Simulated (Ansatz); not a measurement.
**Platinum, A15 under PBEsol: structure and ground-state energy, part 1 of 2**

What does PBEsol give for platinum in the A15 structure? We relax it, then solve it on a dense k-mesh. Spin polarisation is left out. The k-meshes are 5×5×5 for the relaxation; 7×7×7 for the dense run.

Program: Ansatz 0.2.0. Level of theory: DFT PBEsol, plane waves (420 eV) with PAW, scalar-relativistic; the PAW data stem from PBE, with regenerated cores. These are calculated values, not measurements.

**1. The starting structure**

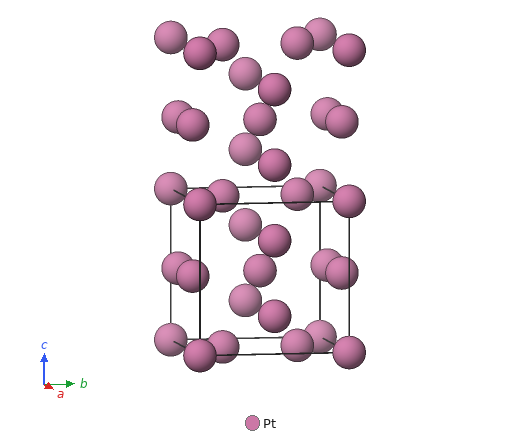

Start, viewed slightly off an axis; platinum pink. 1×1×2 cells are drawn. Any atoms on the faces are drawn again on the opposite ones.

Coordinates:

```
CELL_PARAMETERS angstrom
4.94280 0.00000 0.00000
0.00000 4.94280 0.00000
0.00000 0.00000 4.94280
ATOMIC_POSITIONS crystal
Pt 0.00000 0.00000 0.00000
Pt 0.50000 0.50000 0.50000
Pt 0.25000 0.00000 0.50000
Pt 0.75000 0.00000 0.50000
Pt 0.50000 0.25000 0.00000
Pt 0.50000 0.75000 0.00000
Pt 0.00000 0.50000 0.25000
Pt 0.00000 0.50000 0.75000
```

**2. Relaxation of the cell**

Contents of input.yaml:

```yaml
crystal:
  lattice:
    - [4.9427962708, 0.0, 0.0]
    - [0.0, 4.9427962708, 0.0]
    - [0.0, 0.0, 4.9427962708]
  atoms:
    - { symbol: Pt, position: [0.0, 0.0, 0.0] }
    - { symbol: Pt, position: [0.5, 0.5, 0.5] }
    - { symbol: Pt, position: [0.25, 0.0, 0.5] }
    - { symbol: Pt, position: [0.75, 0.0, 0.5] }
    - { symbol: Pt, position: [0.5, 0.25, 0.0] }
    - { symbol: Pt, position: [0.5, 0.75, 0.0] }
    - { symbol: Pt, position: [0.0, 0.5, 0.25] }
    - { symbol: Pt, position: [0.0, 0.5, 0.75] }
hamiltonian:
  xc: pbesol
  pseudopotentials:
    kind: paw
    azcp:
      Pt: "pseudopotentials/Pt.paw.azcp"
basis:
  ecutwfc: 420
  fft_grid_basis: typed
kpoints:
  mp_grid: { grid: [5, 5, 5], shift: [0, 0, 0] }
magnetization:
  spin_polarized: false
scf:
  occupations: { method: fermi_dirac, width: 0.1 }
relax:
  max_steps: 60
  f_tol: 0.01
  cell: {}
```

Command:

```console
> ansatz run input.yaml --threads 4 --pin off --max-ram 8192MiB --backend cpu --events-out ev --progress --plain --runs-dir out
```

What it wrote:

```text
Warning: <dir> the record states the generating functional pbe (its physics header spells it `PBE`), which answers neither for hamiltonian.xc's functional nor for the pbesol family's — results may be inconsistent (PPs are generated against a specific XC)
Warning: RAYON_NUM_THREADS=4 ignored (pool sized by the plan → 4); use --threads N
Engine: ansatz 0.2.0, aarch64-unknown-linux-gnu
Pseudopotentials: kind: paw
Pseudopotential: Pt, paw, valence charge 18, recommended cutoff 420 eV (normal), <dir>
Functional definition: PBEsol
  exchange = pbesol_x
  correlation = pbesol_c
Crystal: 8 atoms, lattice volume = 120.759 Å³
Basis set: ecut = 420 eV, 2373 PW (Γ), exchange–correlation on 72×72×72 points (8 copies of the dense FFT grid, shifted against one another)
Bands: 87, of which v1, the nominal top of the filled ones, is band 72 counted from 1 (71 counted from 0)
Symmetry: 48 space group operations
Space group: Pm-3n (ITA 223), of the structure as read, at distance tolerance 4.9e-5 Å
k-points: 10 of 125
Non-local potential: Pt, projectors of the file, l = 0: 3, l = 1: 2, l = 2: 2, l = 3: 1
PAW form: soft (Blöchl's): semilocal exchange-correlation on the pseudo side does not see the compensation charge
PAW frozen core: Pt, regenerated for the run's functional, and the local potential with it (the file was generated under x = pbe(κ = 0.804, μ = 0.2195149727645171), c = pbe(β = 0.06672455060314922))
PAW one-centre angular grid: Pt, 590 points (default); XC on 64 Gauss nodes
Initial density: superposition of atomic densities (neutral atoms: chi_scale 0, normalization atom), corrected by the library's trained network
Initial wavefunctions: pseudopotential atomic-orbital guess
Functional: x = pbesol(κ = 0.804, μ = 0.12345679012345678), c = pbesol(β = 0.046)
SCF iter   1: F=—  HF=-99068.310018 eV  |F-HF|=—  |Δ(HF+E_count)|=         —  Δρ=1.25e-2  dr2=1.05e-1  ethr=1.77e-3  ⟨swp⟩=5.2  Hψ=2938  notcnv=0  defer=26
preconditioner: auto → Kerker (q_TF=auto, 2.810 Å⁻¹)  [metal: Δε(μ)=0.021 eV  Ē_g=8.829 eV  σ=0.100 eV  W_gap=0.05  n_scr=32 (ndim 8)  ℏωp=30.2 eV  f_vac=0.000  D(μ)=12.80/eV (n_scr^D=170)]
SCF iter   2: F=—  HF=-99068.301821 eV  |F-HF|=—  |Δ(HF+E_count)|=   8.20e-3  Δρ=6.24e-3  dr2=2.61e-2  ethr=7.27e-5  ⟨swp⟩=1.4  Hψ=1014  notcnv=0  defer=28
SCF iter   3: F=—  HF=-99068.297814 eV  |F-HF|=—  |Δ(HF+E_count)|=   4.01e-3  Δρ=5.76e-4  dr2=2.69e-4  ethr=1.81e-5  ⟨swp⟩=2.3  Hψ=1185  notcnv=0  defer=28
SCF iter   4: F=—  HF=-99068.297778 eV  |F-HF|=—  |Δ(HF+E_count)|=   3.57e-5  Δρ=1.12e-4  dr2=2.13e-5  ethr=1.87e-7  ⟨swp⟩=2.4  Hψ=1490  notcnv=0  defer=28
SCF iter   5: F=—  HF=-99068.297781 eV  |F-HF|=—  |Δ(HF+E_count)|=   2.66e-6  Δρ=2.63e-5  dr2=8.77e-7  ethr=1.48e-8  ⟨swp⟩=1.0  Hψ=828  notcnv=0  defer=28
SCF iter   6: F=-99068.297781 eV  HF=-99068.297781 eV  |F-HF|=7.36e-9  |Δ(HF+E_count)|=   1.36e-7  Δρ=5.09e-6  dr2=2.39e-8  ethr=6.94e-11  ⟨swp⟩=4.0  Hψ=2765  notcnv=0
SCF 1 converged in 6 iterations: F = -99068.297781 eV  dr2 = 2.39e-8
relax step   1: F+E_penalty+E_count = -99068.29778081 eV  Δ(F+E_penalty+E_count) = +0.000e0 eV  max|allowed force component| = 2.541e-17 eV/Å  Δτ_max = 0.0000 Å  P = +9.386 GPa  Ω = 120.759 Å³  (6 SCF iters, dr2 threshold 1.00e-7 eV, accepted)
Crystal: 8 atoms, lattice volume = 132.500 Å³
Basis set: ecut = 420 eV, 2553 PW (Γ), exchange–correlation on 72×72×72 points (8 copies of the dense FFT grid, shifted against one another)
Initial density: handed on by an earlier stage of this run
Initial wavefunctions: those handed on with the density
iter 1 solved again at ethr=2.32e-5 eV; its pass at ethr=3.10e-3 eV (dr2=3.35e-2 eV) is discarded
SCF iter   1: F=—  HF=-99068.078290 eV  |F-HF|=—  |Δ(HF+E_count)|=         —  Δρ=6.12e-3  dr2=3.55e-2  ethr=2.32e-5  ⟨swp⟩=2.0  Hψ=3992  notcnv=0
preconditioner: auto → Kerker (q_TF=auto, 2.766 Å⁻¹)  [metal: Δε(μ)=0.019 eV  Ē_g=8.006 eV  σ=0.100 eV  W_gap=0.05  n_scr=56 (ndim 8)  ℏωp=28.9 eV  f_vac=0.000  D(μ)=14.79/eV (n_scr^D=202)]
SCF iter   2: F=—  HF=-99068.073590 eV  |F-HF|=—  |Δ(HF+E_count)|=   4.70e-3  Δρ=3.62e-3  dr2=1.14e-2  ethr=2.32e-5  ⟨swp⟩=1.0  Hψ=870  notcnv=0
SCF iter   3: F=—  HF=-99068.071345 eV  |F-HF|=—  |Δ(HF+E_count)|=   2.25e-3  Δρ=4.43e-4  dr2=2.27e-4  ethr=7.94e-6  ⟨swp⟩=2.3  Hψ=1150  notcnv=0
SCF iter   4: F=—  HF=-99068.071221 eV  |F-HF|=—  |Δ(HF+E_count)|=   1.24e-4  Δρ=1.44e-4  dr2=1.67e-5  ethr=1.58e-7  ⟨swp⟩=2.5  Hψ=1254  notcnv=0
iter 5 did not close the SCF: its close was put off for the readings that it lacked (scf_convergence_deferred on its scf_iter line)
SCF iter   5: F=-99068.071223 eV  HF=-99068.071223 eV  |F-HF|=1.87e-7  |Δ(HF+E_count)|=   2.03e-6  Δρ=2.12e-5  dr2=5.03e-7  ethr=1.16e-8  ⟨swp⟩=2.0  Hψ=1245  notcnv=0
SCF iter   6: F=-99068.071223 eV  HF=-99068.071223 eV  |F-HF|=6.04e-9  |Δ(HF+E_count)|=   5.87e-8  Δρ=4.15e-6  dr2=2.05e-8  ethr=3.49e-10  ⟨swp⟩=2.0  Hψ=2735  notcnv=0
SCF 2 converged in 6 iterations: F = -99068.071223 eV  dr2 = 2.05e-8
relax step   2: F+E_penalty+E_count = -99068.07122282 eV  Δ(F+E_penalty+E_count) = +2.266e-1 eV  max|allowed force component| = 4.402e-17 eV/Å  Δτ_max = 0.0000 Å  P = -13.212 GPa  Ω = 132.500 Å³  energy of the carried Pulay correction = -4.573e-3 eV  (6 SCF iters, dr2 threshold 8.00e-7 eV, rejected (line search))
Crystal: 8 atoms, lattice volume = 125.373 Å³
Basis set: ecut = 420 eV, 2469 PW (Γ), exchange–correlation on 72×72×72 points (8 copies of the dense FFT grid, shifted against one another)
iter 1 solved again at ethr=8.36e-6 eV; its pass at ethr=3.10e-3 eV (dr2=1.20e-2 eV) is discarded
SCF iter   1: F=—  HF=-99068.411962 eV  |F-HF|=—  |Δ(HF+E_count)|=         —  Δρ=3.74e-3  dr2=1.26e-2  ethr=8.36e-6  ⟨swp⟩=2.9  Hψ=4057  notcnv=0
preconditioner: auto → Kerker (q_TF=auto, 2.792 Å⁻¹)  [metal: Δε(μ)=0.004 eV  Ē_g=8.470 eV  σ=0.100 eV  W_gap=0.01  n_scr=32 (ndim 8)  ℏωp=29.7 eV  f_vac=0.000  D(μ)=13.67/eV (n_scr^D=178)]
SCF iter   2: F=—  HF=-99068.409968 eV  |F-HF|=—  |Δ(HF+E_count)|=   1.99e-3  Δρ=2.18e-3  dr2=3.90e-3  ethr=8.36e-6  ⟨swp⟩=1.0  Hψ=870  notcnv=0
SCF iter   3: F=—  HF=-99068.409092 eV  |F-HF|=—  |Δ(HF+E_count)|=   8.76e-4  Δρ=2.72e-4  dr2=7.20e-5  ethr=2.71e-6  ⟨swp⟩=2.3  Hψ=1120  notcnv=0
SCF iter   4: F=—  HF=-99068.409071 eV  |F-HF|=—  |Δ(HF+E_count)|=   2.13e-5  Δρ=7.83e-5  dr2=4.40e-6  ethr=5.00e-8  ⟨swp⟩=2.3  Hψ=1146  notcnv=0
SCF iter   5: F=—  HF=-99068.409062 eV  |F-HF|=—  |Δ(HF+E_count)|=   8.60e-6  Δρ=1.08e-5  dr2=1.21e-7  ethr=3.05e-9  ⟨swp⟩=2.0  Hψ=1254  notcnv=0
SCF iter   6: F=—  HF=-99068.409062 eV  |F-HF|=—  |Δ(HF+E_count)|=   1.44e-8  Δρ=2.23e-6  dr2=5.18e-9  ethr=8.38e-11  ⟨swp⟩=2.9  Hψ=1536  notcnv=0
SCF iter   7: F=—  HF=-99068.409062 eV  |F-HF|=—  |Δ(HF+E_count)|=  9.46e-10  Δρ=5.01e-7  dr2=3.23e-10  ethr=3.60e-12  ⟨swp⟩=2.7  Hψ=1396  notcnv=0
SCF iter   8: F=-99068.409062 eV  HF=-99068.409062 eV  |F-HF|=2.91e-11  |Δ(HF+E_count)|=  4.37e-11  Δρ=1.16e-7  dr2=1.63e-11  ethr=1.00e-12  ⟨swp⟩=3.9  Hψ=2527  notcnv=0
SCF 3 converged in 8 iterations: F = -99068.409062 eV  dr2 = 1.63e-11
relax step   3: F+E_penalty+E_count = -99068.40906248 eV  Δ(F+E_penalty+E_count) = -1.113e-1 eV  max|allowed force component| = 4.322e-17 eV/Å  Δτ_max = 0.0000 Å  P = -1.123 GPa  Ω = 125.373 Å³  energy of the carried Pulay correction = -1.849e-3 eV  (8 SCF iters, accepted)
Crystal: 8 atoms, lattice volume = 124.863 Å³
iter 1 solved again at ethr=2.97e-8 eV; its pass at ethr=3.10e-3 eV (dr2=4.28e-5 eV) is discarded
SCF iter   1: F=—  HF=-99068.411213 eV  |F-HF|=—  |Δ(HF+E_count)|=         —  Δρ=2.67e-4  dr2=5.84e-5  ethr=2.97e-8  ⟨swp⟩=2.7  Hψ=3769  notcnv=0
preconditioner: auto → Kerker (q_TF=auto, 2.794 Å⁻¹)  [metal: Δε(μ)=0.007 eV  Ē_g=8.512 eV  σ=0.100 eV  W_gap=0.02  n_scr=32 (ndim 8)  ℏωp=29.7 eV  f_vac=0.000  D(μ)=13.61/eV (n_scr^D=178)]
SCF iter   2: F=—  HF=-99068.411185 eV  |F-HF|=—  |Δ(HF+E_count)|=   2.74e-5  Δρ=1.58e-4  dr2=1.93e-5  ethr=2.97e-8  ⟨swp⟩=1.0  Hψ=870  notcnv=0
iter 3 did not close the SCF: its close was put off for the readings that it lacked (scf_convergence_deferred on its scf_iter line)
SCF iter   3: F=-99068.411182 eV  HF=-99068.411182 eV  |F-HF|=1.18e-8  |Δ(HF+E_count)|=   3.53e-6  Δρ=1.61e-5  dr2=1.94e-7  ethr=1.34e-8  ⟨swp⟩=2.4  Hψ=1184  notcnv=0
iter 4 did not close the SCF: its close was put off for the readings that it lacked (scf_convergence_deferred on its scf_iter line)
SCF iter   4: F=-99068.411182 eV  HF=-99068.411182 eV  |F-HF|=5.82e-10  |Δ(HF+E_count)|=   5.65e-9  Δρ=4.45e-6  dr2=1.30e-8  ethr=1.35e-10  ⟨swp⟩=2.0  Hψ=1370  notcnv=0
iter 5 did not close the SCF: its close was put off for the readings that it lacked (scf_convergence_deferred on its scf_iter line)
SCF iter   5: F=-99068.411182 eV  HF=-99068.411182 eV  |F-HF|=1.16e-10  |Δ(HF+E_count)|=   1.75e-9  Δρ=6.19e-7  dr2=3.86e-10  ethr=9.03e-12  ⟨swp⟩=2.2  Hψ=1237  notcnv=0
SCF iter   6: F=-99068.411182 eV  HF=-99068.411182 eV  |F-HF|=2.91e-11  |Δ(HF+E_count)|=  7.28e-11  Δρ=1.51e-7  dr2=2.31e-11  ethr=1.00e-12  ⟨swp⟩=1.0  Hψ=1780  notcnv=0
SCF 4 converged in 6 iterations: F = -99068.411182 eV  dr2 = 2.31e-11
relax step   4: F+E_penalty+E_count = -99068.41118195 eV  Δ(F+E_penalty+E_count) = -2.119e-3 eV  max|allowed force component| = 4.149e-17 eV/Å  Δτ_max = 0.0000 Å  P = -0.078 GPa  Ω = 124.863 Å³  energy of the carried Pulay correction = -1.648e-3 eV  (6 SCF iters, dr2 threshold 8.00e-7 eV, accepted)
Crystal: 8 atoms, lattice volume = 124.825 Å³
iter 1 solved again at ethr=1.63e-10 eV; its pass at ethr=3.10e-3 eV (dr2=2.35e-7 eV) is discarded
SCF iter   1: F=—  HF=-99068.411226 eV  |F-HF|=—  |Δ(HF+E_count)|=         —  Δρ=2.01e-5  dr2=3.28e-7  ethr=1.63e-10  ⟨swp⟩=2.8  Hψ=3700  notcnv=0
preconditioner: auto → Kerker (q_TF=auto, 2.794 Å⁻¹)  [metal: Δε(μ)=0.007 eV  Ē_g=8.515 eV  σ=0.100 eV  W_gap=0.02  n_scr=32 (ndim 8)  ℏωp=29.7 eV  f_vac=0.000  D(μ)=13.61/eV (n_scr^D=178)]
SCF iter   2: F=—  HF=-99068.411206 eV  |F-HF|=—  |Δ(HF+E_count)|=   1.96e-5  Δρ=1.17e-5  dr2=1.06e-7  ethr=1.63e-10  ⟨swp⟩=1.0  Hψ=870  notcnv=0
iter 3 did not close the SCF: its close was put off for the readings that it lacked (scf_convergence_deferred on its scf_iter line)
SCF iter   3: F=-99068.411206 eV  HF=-99068.411206 eV  |F-HF|=1.89e-10  |Δ(HF+E_count)|=   1.88e-8  Δρ=1.26e-6  dr2=1.27e-9  ethr=7.38e-11  ⟨swp⟩=2.3  Hψ=1137  notcnv=0
iter 4 did not close the SCF: its close was put off for the readings that it lacked (scf_convergence_deferred on its scf_iter line)
SCF iter   4: F=-99068.411206 eV  HF=-99068.411206 eV  |F-HF|=2.91e-11  |Δ(HF+E_count)|=  1.02e-10  Δρ=3.37e-7  dr2=7.74e-11  ethr=1.00e-12  ⟨swp⟩=2.4  Hψ=1560  notcnv=0
iter 5 did not close the SCF: its close was put off for the readings that it lacked (scf_convergence_deferred on its scf_iter line)
SCF iter   5: F=-99068.411206 eV  HF=-99068.411206 eV  |F-HF|=1.46e-11  |Δ(HF+E_count)|=  2.91e-11  Δρ=5.81e-8  dr2=2.98e-12  ethr=1.00e-12  ⟨swp⟩=1.0  Hψ=870  notcnv=0
iter 6 did not close the SCF: its close was put off for the readings that it lacked (scf_convergence_deferred on its scf_iter line)
SCF iter   6: F=-99068.411206 eV  HF=-99068.411206 eV  |F-HF|=5.82e-11  |Δ(HF+E_count)|=  4.37e-11  Δρ=1.81e-8  dr2=2.92e-13  ethr=1.00e-12  ⟨swp⟩=1.0  Hψ=870  notcnv=0
SCF iter   7: F=-99068.411206 eV  HF=-99068.411206 eV  |F-HF|=1.46e-11  |Δ(HF+E_count)|=  2.91e-11  Δρ=3.84e-9  dr2=2.06e-14  ethr=1.00e-12  ⟨swp⟩=1.0  Hψ=1780  notcnv=0
SCF 5 converged in 7 iterations: F = -99068.411206 eV  dr2 = 2.06e-14
relax step   5: F+E_penalty+E_count = -99068.41120626 eV  Δ(F+E_penalty+E_count) = -2.432e-5 eV  max|allowed force component| = 4.160e-17 eV/Å  Δτ_max = 0.0000 Å  P = +0.001 GPa  Ω = 124.825 Å³  energy of the carried Pulay correction = -1.633e-3 eV  (7 SCF iters, accepted)
Initial wavefunctions: pseudopotential atomic-orbital guess (no wavefunctions were taken with the density)
iter 1 solved again at ethr=6.23e-8 eV; its pass at ethr=3.10e-3 eV (dr2=8.96e-5 eV) is discarded
SCF iter   1: F=—  HF=-99068.412657 eV  |F-HF|=—  |Δ(HF+E_count)|=         —  Δρ=1.45e-4  dr2=1.68e-6  ethr=6.23e-8  ⟨swp⟩=3.0  Hψ=4923  notcnv=0
SCF iter   2: F=—  HF=-99068.412640 eV  |F-HF|=—  |Δ(HF+E_count)|=   1.63e-5  Δρ=7.43e-5  dr2=4.28e-7  ethr=1.17e-9  ⟨swp⟩=1.2  Hψ=945  notcnv=0
SCF iter   3: F=—  HF=-99068.412643 eV  |F-HF|=—  |Δ(HF+E_count)|=   2.55e-6  Δρ=2.44e-6  dr2=1.80e-9  ethr=2.97e-10  ⟨swp⟩=3.0  Hψ=1594  notcnv=0
iter 4 did not close the SCF: its close was put off for the readings that it lacked (scf_convergence_deferred on its scf_iter line)
SCF iter   4: F=-99068.412643 eV  HF=-99068.412643 eV  |F-HF|=2.91e-11  |Δ(HF+E_count)|=   1.38e-9  Δρ=2.70e-7  dr2=2.77e-11  ethr=1.25e-12  ⟨swp⟩=2.3  Hψ=1473  notcnv=0
iter 5 did not close the SCF: its close was put off for the readings that it lacked (scf_convergence_deferred on its scf_iter line)
SCF iter   5: F=-99068.412643 eV  HF=-99068.412643 eV  |F-HF|=1.46e-11  |Δ(HF+E_count)|=  2.91e-11  Δρ=5.95e-8  dr2=2.35e-12  ethr=1.00e-12  ⟨swp⟩=1.0  Hψ=870  notcnv=0
iter 6 did not close the SCF: its close was put off for the readings that it lacked (scf_convergence_deferred on its scf_iter line)
SCF iter   6: F=-99068.412643 eV  HF=-99068.412643 eV  |F-HF|=1.46e-11  |Δ(HF+E_count)|=  1.46e-11  Δρ=1.32e-8  dr2=1.41e-13  ethr=1.00e-12  ⟨swp⟩=1.0  Hψ=870  notcnv=0
iter 7 did not close the SCF: its close was put off for the readings that it lacked (scf_convergence_deferred on its scf_iter line)
SCF iter   7: F=-99068.412643 eV  HF=-99068.412643 eV  |F-HF|=0.00e0  |Δ(HF+E_count)|=  4.37e-11  Δρ=1.64e-9  dr2=1.90e-15  ethr=1.00e-12  ⟨swp⟩=1.0  Hψ=870  notcnv=0
SCF iter   8: F=-99068.412643 eV  HF=-99068.412643 eV  |F-HF|=5.82e-11  |Δ(HF+E_count)|=  4.37e-11  Δρ=3.52e-10  dr2=9.39e-17  ethr=1.00e-12  ⟨swp⟩=1.0  Hψ=1780  notcnv=0
SCF 6 converged in 8 iterations: F = -99068.412643 eV  dr2 = 9.39e-17
relax step   6: F+E_penalty+E_count = -99068.41264275 eV  Δ(F+E_penalty+E_count) = -1.436e-3 eV  max|allowed force component| = 3.833e-17 eV/Å  Δτ_max = 0.0000 Å  P = -0.012 GPa  Ω = 124.825 Å³  stress off target by 1.24e-2 GPa  SCF on the basis re-selected at this cell (its energy is not comparable with the rows above)  (8 SCF iters)
basis re-selected at this cell: Δ(F+E_penalty+E_count) = -1.436e-3 eV, ΔP = -0.013 GPa vs the last step (what re-selecting the basis moved, of the pressure what is left beyond the Pulay correction that the steps carried, after the strain that the cell walked since its last selection, with what the two solves' SCF thresholds leave and, on support functions, any second-order correction that the steps lacked; it is no measure of the basis error at this ecutwfc). This SCF's stress stands 1.24e-2 GPa from its target on what of the cell is left free (relax.cell.stress_tol is 5.00e-2 GPa) and its largest allowed force component is 3.83e-17 eV/Å (relax.f_tol is 1.00e-2 eV/Å): within both
SCF converged after 8 iterations
Free energy (F): -99068.412643 eV
Harris-Foulkes:  -99068.412643 eV  (|F-HF|=5.82e-11)
Internal energy: -99067.975092 eV  (E = F + TS)
E sigma→0 (E₀):  -99068.193867 eV
Entropy (-TS):   -0.437551 eV (-54.694 meV/atom)
Fermi energy:    22.175115 eV
--- Per-component energies (eV) ---
  E_band       = -1172.425360
  E_kinetic    = 5104.695702
  E_local      = -12178.969809  (includes V_loc(G=0)·N_el)
  E_nonlocal   = 1628.728495
  E_hartree    = 4509.887390
  E_xc         = -2080.559534
  E_vxc        = -2416.368532  (∫ρ·V_xc dr)
  E_paw        = -74532.572064  (= ΣΔE_a)
  E_vpaw       = -2330.287606  (= ΣTr[D̂ρ^β])
  E_aug_tail   = 0.001610  (compensation charges beyond the density's cutoff)
  E_ewald      = -21521.482732
  E_core_change = 2.295849  (= ΣΔE_core)
  E_smearing   = -0.437551  (= −TS)
  E_closure    = -0.000000  (closes the sum)
  Σ components = -99068.412643   (vs F -99068.412643, Δ=0.00e0)
--- Forces (eV/Å), atoms counted from 1 ---
  atom   1  Pt    -0.00000000    -0.00000000     0.00000000
  atom   2  Pt     0.00000000    -0.00000000    -0.00000000
  atom   3  Pt    -0.00000000     0.00000000    -0.00000000
  atom   4  Pt     0.00000000    -0.00000000     0.00000000
  atom   5  Pt    -0.00000000    -0.00000000    -0.00000000
  atom   6  Pt     0.00000000     0.00000000     0.00000000
  atom   7  Pt     0.00000000     0.00000000    -0.00000000
  atom   8  Pt     0.00000000    -0.00000000    -0.00000000
  max |Σ_I F_I| component: 3.15e-17 eV/Å
--- Stress (GPa, compression-positive) ---
       -0.012430       0.000000       0.000000
        0.000000      -0.012430      -0.000000
        0.000000      -0.000000      -0.012430
  P = ⅓ Tr σ = -0.0124 GPa (-0.124 kbar)
--- Relaxed structure (5 steps of the walk, 4 accepted, 1 SCFs on fresh bases) ---
  F+E_penalty+E_count = -99068.41264275 eV   max|allowed force component| = 3.833e-17 eV/Å   (the final SCF, on the basis selected at the relaxed cell)
  cell:  # Å, volume = 124.8251 Å³
    - [4.997666912842639, -3.2098832406453934e-35, 9.62964972193618e-35]
    - [-6.419766481290786e-35, 4.997666912842639, 0.0]
    - [9.62964972193618e-35, 0.0, 4.997666912842639]
  atoms:
    - { symbol: Pt, position: [3.966039946461356e-36, 2.054762250895029e-36, 5.5808357431716826e-37] }
    - { symbol: Pt, position: [0.49999999999999994, 0.49999999999999994, 0.49999999999999994] }
    - { symbol: Pt, position: [0.24999999999999997, -4.969480554942422e-35, 0.49999999999999994] }
    - { symbol: Pt, position: [0.7499999999999999, -1.8442125387662793e-35, 0.49999999999999994] }
    - { symbol: Pt, position: [0.49999999999999994, 0.24999999999999997, 9.639625374569274e-37] }
    - { symbol: Pt, position: [0.49999999999999994, 0.7499999999999999, 7.45802594769307e-36] }
    - { symbol: Pt, position: [-4.639862443861346e-36, 0.49999999999999994, 0.24999999999999997] }
    - { symbol: Pt, position: [1.8089359491965146e-35, 0.49999999999999994, 0.7499999999999999] }
```

Run time: 10 s. Hardware: 4 threads of Arm Neoverse V1, shared host; peak memory 0.55 GiB.

The walk, from the log:

```
step  energy change (meV/atom)  largest force (eV/Å)  pressure (GPa)  volume (Å³/atom)  accepted
   1                      0.00                0.0000            9.39            15.095       yes
   2                     28.32                0.0000          -13.21            16.563        no
   3                    -13.91                0.0000           -1.12            15.672       yes
   4                    -14.18                0.0000           -0.08            15.608       yes
   5                    -14.18                0.0000            0.00            15.603       yes
   6                    -14.36                0.0000           -0.01            15.603       yes
```

Steps that repeat a cell are solved on a basis chosen anew, so their changes of energy are no gain of the relaxation.

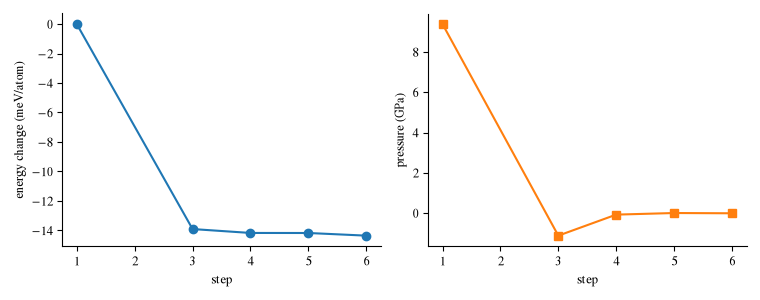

Energy and pressure over the accepted steps.

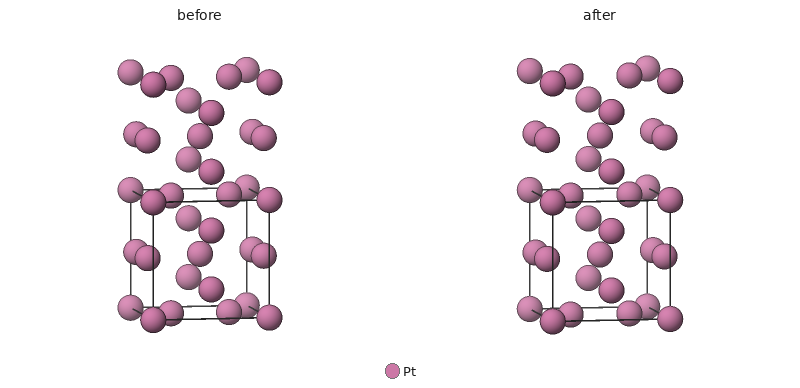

Before and after, at one scale. The cells drawn are those of the first picture.

Changes in the cell that was computed:

|  | before | after | change |
| --- | --- | --- | --- |
| a (Å) | 4.943 | 4.998 | +1.1 % |
| b (Å) | 4.943 | 4.998 | +1.1 % |
| c (Å) | 4.943 | 4.998 | +1.1 % |
| volume (Å³/atom) | 15.095 | 15.603 | +3.4 % |
| shortest distance (Å) | 2.471 | 2.499 | +1.1 % |
| space group (spins left aside) | Pm-3n | Pm-3n | same |

(Continued in part 2 of 2.)
